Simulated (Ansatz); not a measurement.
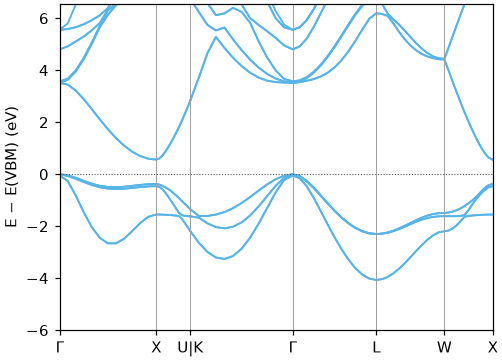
Figure: Band structure from plane-wave PAW r²SCAN with spin–orbit coupling (Ansatz code)

Question: Read off the gap and where the band edges lie.

Answer: About 0.6 eV (0.56 eV by a search for the band edges); maximum at Γ, minimum at X.

The material is YN (rock salt, Fm-3m).

Symmetry was held in the r²SCAN relaxation. The run is not spin-polarised.

Potentials: the later of the program's two PAW sets.
